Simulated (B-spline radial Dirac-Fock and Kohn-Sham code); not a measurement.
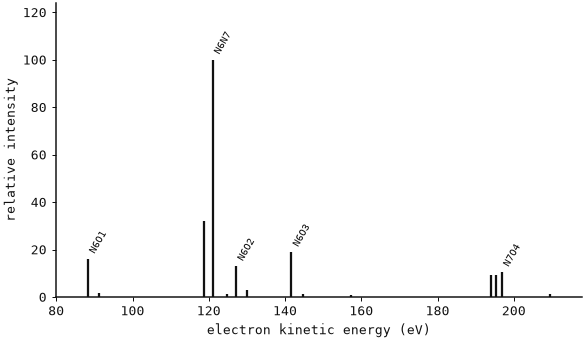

Auger and Coster–Kronig groups that fill an N4 (4d3/2) hole, as sticks. Kinetic energies count from the vacuum level; very weak lines are left out. It refers to iridium in charge state +3 (Ir³⁺) in the configuration [Xe] 4f14 5d6. Method: independent-particle Coulomb rates on relativistic LDA orbitals, configuration-average energies from Dirac–Fock (computed with a radial B-spline solver). Widths ruled by Coster–Kronig decay come out up to twice the measured ones in this model.

**How wide is the N4 level from this decay?**

The non-radiative width is 7.46 eV.
